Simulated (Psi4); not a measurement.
# BNH4 (SMILES BN): a chain of runs

Aim: a geometry optimisation (BLYP-D3(BJ)/6-31G), then vibrational wavenumbers, then the energy (MP2-F12/cc-pVDZ-F12), then the vertical excitations (TD-BLYP/6-31G) of BNH4. 

Program for the calculation: Psi4 1.11.

## 1. The system as given

BNH4 has 6 atoms, charge 0, and is taken as a singlet. SMILES: `BN`. All atoms were displaced at random from a relaxed shape. The run starts from this shape.

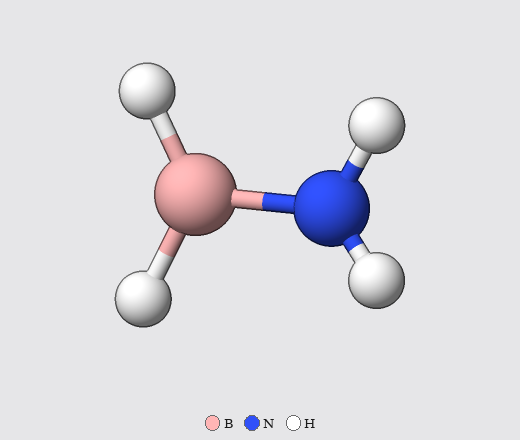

The structure, seen from a chosen angle (boron pink, nitrogen blue, hydrogen white).

## 2. A structure relaxation at BLYP-D3(BJ)/6-31G (density fitting) (run 1)

job.dat

```
memory 1600 MB

molecule geom {
  0 1
  B     -0.32454345    -1.41712641     0.02501430
  N      0.10035202     1.39690445    -0.01637826
  H      0.54466820    -2.64889336     1.72583585
  H     -1.51603278    -2.22744853    -1.88232974
  H     -0.14867042     2.53562129    -1.30306443
  H      1.19993452     2.13618799     1.44870751
  units au
  symmetry c1
}

set basis 6-31G
set geom_maxiter 60

E, wfn = opt("blyp-d3bj", return_wfn=True)
```

Command:

```
$ psi4 -i job.dat -o job.out -n 1
```

job.out:

```text
[...]
  Running in c1 symmetry.
[...]
  Nuclear repulsion =   31.051829282091024
[...]
  Multiplicity = 1
[...]
  Nalpha       = 8
  Nbeta        = 8
[...]
    Number of basis functions: 26
[...]
   @DF-RKS iter   1:   -81.67214295039695   -2.45951e-01   3.02039e-02 DIIS/ADIIS
[...]
   @DF-RKS iter   7:   -81.97864408092855    5.68434e-14   4.39150e-10 DIIS
[...]
    Orbital Energies [Eh]
    ---------------------
    Doubly Occupied:
       1A    -14.022358     2A     -6.512059     3A     -0.777462
       4A     -0.457087     5A     -0.453395     6A     -0.330187
       7A     -0.263834     8A     -0.244926
[...]
  @DF-RKS Final Energy:   -81.97864408092855
   => Energetics <=
    Nuclear Repulsion Energy =             31.9308019047382032
    One-Electron Energy =                -172.7454367622615621
    Two-Electron Energy =                  71.2629305553209633
    DFT Exchange-Correlation Energy =     -12.4224921335735754
    Empirical Dispersion Energy =          -0.0044476451525908
    VV10 Nonlocal Energy =                  0.0000000000000000
    Total Energy =                        -81.9786440809285466
[...]
 Multipole Moments:
 ------------------------------------------------------------------------------------
     Multipole            Electronic (a.u.)      Nuclear  (a.u.)        Total (a.u.)
 ------------------------------------------------------------------------------------
 L = 1.  Multiply by 2.5417464519 to convert [e a0] to [Debye]
 Dipole X            :          0.0915473            0.0830166            0.1745639
 Dipole Y            :          0.4490751            0.4116106            0.8606856
 Dipole Z            :          0.0107081            0.0095522            0.0202603
 Magnitude           :                                                    0.8784434
[...]
  -Total Gradient:
     Atom            X                  Y                   Z
    ------   -----------------  -----------------  -----------------
       1        0.000045540316    -0.000011963835     0.000060958197
       2        0.000023525052     0.000028400086     0.000013574458
       3       -0.000027780985    -0.000038238031     0.000011017627
       4       -0.000012340816    -0.000025970955    -0.000038126072
       5       -0.000044141758     0.000057007497    -0.000043031133
       6        0.000012503457    -0.000022527105    -0.000004719756
[...]
    Final optimized geometry and variables:
    Molecular point group: c1
    Full point group: C1
    Geometry (in Bohr), charge = 0, multiplicity = 1:
    B           -0.290239503150    -1.430897147628    -0.033242243694
    N            0.237340965907     1.169765816350     0.027177185196
    H            0.423627044047    -2.742840085890     1.677326117535
    H           -1.443656625651    -2.282416593817    -1.794501794078
    H           -0.314009295252     2.388826003416    -1.359797388537
    H            1.206866214869     2.014166258204     1.462496222989
    Psi4 run time: 0:00:14.91
[...]
```

Standard output:

```text
Optimizer: Optimization complete!
```

Run time: 16 s. Hardware: 1 thread of Intel Xeon Platinum 8488C (Sapphire Rapids), shared host; peak memory 0.33 GiB.

The path in brief:

| step | energy from the first frame kept (eV) | largest force (eV/Å) |
| --- | --- | --- |
| 0 | 0.0000 | 8.8902 |
| 1 | -0.5347 | 1.2598 |
| 2 | -0.5543 | 0.5354 |
| 3 | -0.5245 | 0.8276 |
| 4 | -0.5726 | 0.0949 |
| 5 | -0.5733 | 0.0423 |
| 6 | -0.5734 | 0.0135 |
| 7 | -0.5734 | 0.0043 |

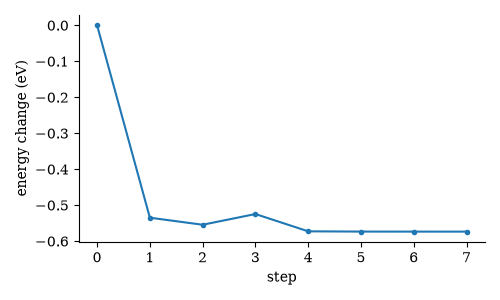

Energy along the run.

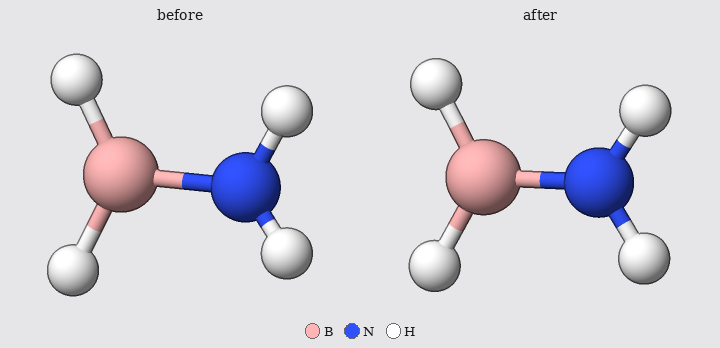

Before and after, at one scale.

After the run. Bond lengths: B1–N2 1.405 Å, B1–H3 1.202 Å, B1–H4 1.202 Å, N2–H5 1.020 Å, N2–H6 1.020 Å. Angles: B1–N2–H5 123.1°, B1–N2–H6 123.1°, N2–B1–H3 119.1°, N2–B1–H4 119.1°, H5–N2–H6 113.8°, H3–B1–H4 121.8°.

## 3. Vibrational wavenumbers at BLYP-D3(BJ)/6-31G (density fitting) (run 2)

calc.py

```python
import psi4

psi4.set_memory('1600 MB')
psi4.set_num_threads(1)
psi4.core.set_output_file('output.dat', False)

m = psi4.geometry("""
0 1
B
N 1 1.404609
H 1 1.201691 2 119.10548
H 1 1.201768 3 121.81825 2 -179.98933
H 2 1.019788 1 123.13026 3 -179.93889
H 2 1.019697 5 113.75573 1 -179.98169
symmetry c1
""")

psi4.set_options({
    'basis': '6-31G',
    't': 400.0,
    'rotational_symmetry_number': 2,
})

e_tot, wfn = psi4.frequencies('BLYP-D3BJ', molecule=m, return_wfn=True)
print('E =', round(e_tot, 9))
print('wavenumbers / cm^-1:', wfn.frequencies().np.round(1))
for k in ('ZPVE', 'ENTHALPY', 'GIBBS FREE ENERGY'):
    print(f'{k}: {psi4.variable(k):.8f} Eh')
```

Command:

```
$ python calc.py
```

output.dat:

```text
[...]
  Running in c1 symmetry.
[...]
  Nuclear repulsion =   31.930794968768346
[...]
  Multiplicity = 1
[...]
  Nalpha       = 8
  Nbeta        = 8
[...]
    Number of basis functions: 26
[...]
   @DF-RKS iter   1:   -81.69720028025199   -2.01096e-01   2.96004e-02 ADIIS/DIIS
[...]
   @DF-RKS iter  10:   -81.97864186197219   -4.12115e-13   3.12569e-09 DIIS
[...]
    Orbital Energies [Eh]
    ---------------------
    Doubly Occupied:
       1A    -14.022358     2A     -6.512059     3A     -0.777463
       4A     -0.457086     5A     -0.453395     6A     -0.330188
       7A     -0.263834     8A     -0.244926
[...]
  @DF-RKS Final Energy:   -81.97864186197219
   => Energetics <=
    Nuclear Repulsion Energy =             31.9307937834587321
    One-Electron Energy =                -172.7454166265224558
    Two-Electron Energy =                  71.2629202930419865
    DFT Exchange-Correlation Energy =     -12.4224916677093642
    Empirical Dispersion Energy =          -0.0044476442410922
    VV10 Nonlocal Energy =                  0.0000000000000000
    Total Energy =                        -81.9786418619721928
[...]
 Multipole Moments:
 ------------------------------------------------------------------------------------
     Multipole            Electronic (a.u.)      Nuclear  (a.u.)        Total (a.u.)
 ------------------------------------------------------------------------------------
 L = 1.  Multiply by 2.5417464519 to convert [e a0] to [Debye]
 Dipole X            :         -0.0002495            0.0004105            0.0001609
 Dipole Y            :          0.0010267           -0.0002379            0.0007888
 Dipole Z            :          0.4584352            0.4200070            0.8784422
 Magnitude           :                                                    0.8784426
[...]
  -Total Gradient:
     Atom            X                  Y                   Z
    ------   -----------------  -----------------  -----------------
       1       -0.000011628897     0.000281824833    -0.000001771776
       2       -0.000010114913     0.001200410931     0.000034279813
       3        0.000022953627    -0.000009838480    -0.000063405868
       4       -0.000012104832    -0.000046866185    -0.000008072090
       5        0.000027130633    -0.000745031580     0.000609447322
       6       -0.000016246867    -0.000680510254    -0.000584042591
[...]
  ==> Harmonic Vibrational Analysis <==
[...]
  Freq [cm^-1]                 731.4648            746.7484            852.2004
[...]
  IR activ [km/mol]            270.6428             0.1707              0.0007
[...]
  Freq [cm^-1]                 987.8712           1138.4199           1141.7878
[...]
  IR activ [km/mol]            45.9362             43.4652              0.0355
[...]
  Freq [cm^-1]                1327.1979           1652.5691           2550.1740
[...]
  IR activ [km/mol]            43.7741             59.0137             85.2900
[...]
  Freq [cm^-1]                2631.4156           3467.3143           3564.7575
[...]
  IR activ [km/mol]            177.3060             6.1618              4.9908
[...]
  Total E_0, Enthalpy at 0 [K]                                                          -81.93127660 [Eh]
[...]
  Total H, Enthalpy at  400.00 [K]                                                      -81.92513118 [Eh]
[...]
  Total G, Gibbs energy at  400.00 [K]                                                  -81.96217261 [Eh]
[...]
```

Standard output:

```text
E = -81.978644081
wavenumbers / cm^-1: [ 731.5  746.7  852.2  987.9 1138.4 1141.8 1327.2 1652.6 2550.2 2631.4
 3467.3 3564.8]
ZPVE: 0.04736748 Eh
ENTHALPY: -81.92513118 Eh
GIBBS FREE ENERGY: -81.96217261 Eh
```

It took 61 s on 1 thread of Intel Xeon Platinum 8488C (Sapphire Rapids), shared host; peak memory 0.33 GiB.

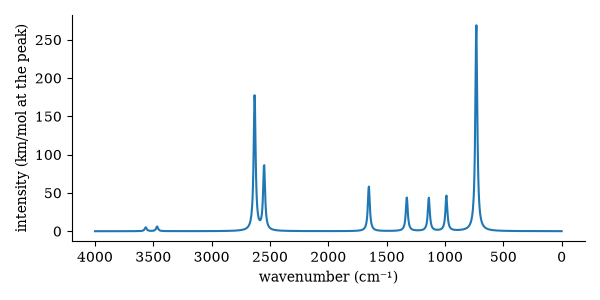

Harmonic infrared spectrum, unscaled, lines broadened by 10 cm⁻¹.

## 4. A single-point energy at MP2-F12/cc-pVDZ-F12 (density fitting, density fitting for correlation) (run 3)

bh4n.in

```
memory 1600 mb

molecule m {
  B
  N 1 R2
  H 1 R3 2 A3
  H 1 R4 3 A4 2 D4
  H 2 R5 1 A5 3 D5
  H 2 R6 5 A6 1 D6

  R2 = 1.404609
  R3 = 1.201691
  A3 = 119.10548
  R4 = 1.201768
  A4 = 121.81825
  D4 = -179.98933
  R5 = 1.019788
  A5 = 123.13026
  D5 = -179.93889
  R6 = 1.019697
  A6 = 113.75573
  D6 = -179.98169
  units angstrom
}

set globals {
  basis cc-pVDZ-F12
  freeze_core true
}

energy("mp2-f12")
print_variables()
```

Command:

```
$ psi4 bh4n.in bh4n.out -n 1
```

bh4n.out:

```text
[...]
  Running in c1 symmetry.
[...]
  Nuclear repulsion =   31.930794968768343
[...]
  Multiplicity = 1
[...]
  Nalpha       = 8
  Nbeta        = 8
[...]
    Number of basis functions: 96
[...]
   @DF-RHF iter   1:   -81.43665885248663   -7.91801e-01   4.50456e-03 ADIIS/DIIS
[...]
   @DF-RHF iter  10:   -81.52389417593217   -8.76810e-12   3.87158e-09 DIIS
[...]
    Orbital Energies [Eh]
    ---------------------
    Doubly Occupied:
       1A    -15.560755     2A     -7.589234     3A     -1.154166
       4A     -0.713202     5A     -0.677960     6A     -0.553307
       7A     -0.464190     8A     -0.435373
[...]
  @DF-RHF Final Energy:   -81.52389417593217
   => Energetics <=
    Nuclear Repulsion Energy =             31.9307949687683426
    One-Electron Energy =                -172.6130058815834332
    Two-Electron Energy =                  59.1583167368829237
    Total Energy =                        -81.5238941759321705
[...]
 Multipole Moments:
 ------------------------------------------------------------------------------------
     Multipole            Electronic (a.u.)      Nuclear  (a.u.)        Total (a.u.)
 ------------------------------------------------------------------------------------
 L = 1.  Multiply by 2.5417464519 to convert [e a0] to [Debye]
 Dipole X            :         -0.0002838            0.0004105            0.0001266
 Dipole Y            :          0.0004509           -0.0002379            0.0002130
 Dipole Z            :          0.2204447            0.4200070            0.6404517
 Magnitude           :                                                    0.6404517
[...]
```

Wall time 23 s (1 thread of Intel Xeon Platinum 8488C (Sapphire Rapids), shared host); peak memory 1.9 GiB.

## 5. The excited states at TD-BLYP/6-31G (density fitting, save jk yes) (run 4)

job.in

```
memory 1600 mb

molecule m {
  0 1
  B     -0.191618    -0.688814    -0.016951
  N      0.087566     0.687398     0.015021
  H      0.186144    -1.383064     0.888242
  H     -0.801980    -1.139419    -0.948970
  H     -0.204196     1.332497    -0.718934
  H      0.600617     1.134235     0.774559
}

set {
  basis   6-31G
  save_jk true
}

from psi4.driver.procrouting.response.scf_response import tdscf_excitations
energy_value, wavefunction = energy('blyp', return_wfn=True)
states = tdscf_excitations(wavefunction, states=6, tda=False)
```

Command:

```
$ psi4 job.in job.out -n 1
```

job.out:

```text
[...]
  Running in c1 symmetry.
[...]
  Nuclear repulsion =   31.930797763726442
[...]
  Multiplicity = 1
[...]
  Nalpha       = 8
  Nbeta        = 8
[...]
    Number of basis functions: 26
[...]
   @DF-RKS iter   1:   -81.69275258955301   -2.01096e-01   2.96004e-02 DIIS/ADIIS
[...]
   @DF-RKS iter   8:   -81.97419643579690   -2.36689e-09   2.62449e-07 DIIS
[...]
    Orbital Energies [Eh]
    ---------------------
    Doubly Occupied:
       1A    -14.022357     2A     -6.512059     3A     -0.777462
       4A     -0.457087     5A     -0.453395     6A     -0.330187
       7A     -0.263834     8A     -0.244926
[...]
  @DF-RKS Final Energy:   -81.97419643579690
   => Energetics <=
    Nuclear Repulsion Energy =             31.9307977637264422
    One-Electron Energy =                -172.7453957192768144
    Two-Electron Energy =                  71.2628900660494935
    DFT Exchange-Correlation Energy =     -12.4224885462960231
    Empirical Dispersion Energy =           0.0000000000000000
    VV10 Nonlocal Energy =                  0.0000000000000000
    Total Energy =                        -81.9741964357968982
[...]
 Multipole Moments:
 ------------------------------------------------------------------------------------
     Multipole            Electronic (a.u.)      Nuclear  (a.u.)        Total (a.u.)
 ------------------------------------------------------------------------------------
 L = 1.  Multiply by 2.5417464519 to convert [e a0] to [Debye]
 Dipole X            :          0.0915473            0.0830171            0.1745645
 Dipole Y            :          0.4490761            0.4116104            0.8606865
 Dipole Z            :          0.0107101            0.0095511            0.0202612
 Magnitude           :                                                    0.8784444
[...]
**********                               WARNING                                **********
**********       The names of excited state variables changed between 1.5       **********
[...]
**********                               WARNING                                **********
**********  Length-gauge rotatory strengths are **NOT** gauge-origin invariant  **********
[...]
                                    Excitation Energy         Total Energy        Oscillator Strength             Rotatory Strength
[...]
Excited State    1 (1 A):   0.26885 au   169.47 nm f = 0.0000
[...]
Excited State    3 (1 A):   0.30962 au   147.16 nm f = 0.0069
[...]
Excited State    4 (1 A):   0.31765 au   143.44 nm f = 0.0011
[...]
Excited State    5 (1 A):   0.34611 au   131.65 nm f = 0.0529
[...]
Excited State    6 (1 A):   0.35114 au   129.76 nm f = 0.0000
[...]
**********                               WARNING                                **********
**********       The names of excited state variables changed between 1.5       **********
[...]
```

Wall time 8.4 s (1 thread of Intel Xeon Platinum 8488C (Sapphire Rapids), shared host); peak memory 0.3 GiB.

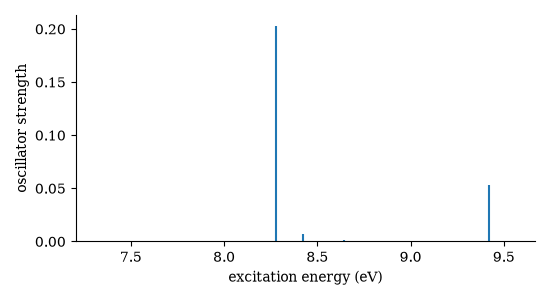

Vertical excitations as sticks.

The roots found:

| excited state | energy (eV) | strength | label |
| --- | --- | --- | --- |
| 1 | 7.316 | 0.0000 | A 1 |
| 2 | 8.281 | 0.2030 | A 1 |
| 3 | 8.425 | 0.0069 | A 1 |
| 4 | 8.644 | 0.0011 | A 1 |
| 5 | 9.418 | 0.0529 | A 1 |
| 6 | 9.555 | 0.0000 | A 1 |

## 6. Results

| quantity | value |
| --- | --- |
| run 1, BLYP-D3(BJ)/6-31G: total energy at the end | -81.97864 Eh |
| run 1, BLYP-D3(BJ)/6-31G: dipole moment | 2.23 D |
| run 1, BLYP-D3(BJ)/6-31G: HOMO energy | -6.66 eV |
| run 1, BLYP-D3(BJ)/6-31G: LUMO energy | -0.05 eV |
| run 1, BLYP-D3(BJ)/6-31G: HOMO–LUMO gap | 6.61 eV |
| run 1, BLYP-D3(BJ)/6-31G: dispersion energy | -11.68 kJ/mol |
| run 2, BLYP-D3(BJ)/6-31G: lowest harmonic wavenumber | 731 cm⁻¹ |
| run 2, BLYP-D3(BJ)/6-31G: highest harmonic wavenumber | 3565 cm⁻¹ |
| run 2, BLYP-D3(BJ)/6-31G: zero-point energy | 124.4 kJ/mol |
| run 2, BLYP-D3(BJ)/6-31G: ideal-gas entropy at 400 K (symmetry number 2 as used) | 58.1 cal/(mol K) |
| run 3, MP2-F12/cc-pVDZ-F12: total energy | -81.89244 Eh |
| run 3, MP2-F12/cc-pVDZ-F12: HOMO energy (Hartree–Fock orbitals) | -11.85 eV |
| run 3, MP2-F12/cc-pVDZ-F12: LUMO energy (Hartree–Fock orbitals) | 1.15 eV |
| run 3, MP2-F12/cc-pVDZ-F12: HOMO–LUMO gap (Hartree–Fock orbitals) | 12.99 eV |
| run 3, MP2-F12/cc-pVDZ-F12: correlation energy (2 core orbitals frozen) | -364.4 mEh |
| run 4, TD-BLYP/6-31G: ground-state or mean-field energy | -81.97420 Eh |
| run 4, TD-BLYP/6-31G: dipole moment (BLYP Kohn–Sham density) | 2.23 D |
| run 4, TD-BLYP/6-31G: HOMO energy (BLYP Kohn–Sham orbitals) | -6.66 eV |
| run 4, TD-BLYP/6-31G: LUMO energy (BLYP Kohn–Sham orbitals) | -0.05 eV |
| run 4, TD-BLYP/6-31G: HOMO–LUMO gap (BLYP Kohn–Sham orbitals) | 6.61 eV |
| run 4, TD-BLYP/6-31G: lowest excitation energy | 7.32 eV |

**Reading.** The optimisation (run 1, BLYP-D3(BJ)/6-31G) took 8 steps and changed the energy by -0.573 eV. All 12 modes (run 2, BLYP-D3(BJ)/6-31G) are real, so the shape is a minimum at this level. The brightest of the 6 transitions from the ground state lies at 8.28 eV (150 nm, f = 0.203); the lowest, at 7.32 eV, has f = 0.000. The basis has no diffuse functions, so Rydberg states are missing or pushed up, and the true lowest state may lie lower. Roots above 6.7 eV lie over the negative of the HOMO energy, where those of Rydberg kind are poorly described; valence roots are less touched.
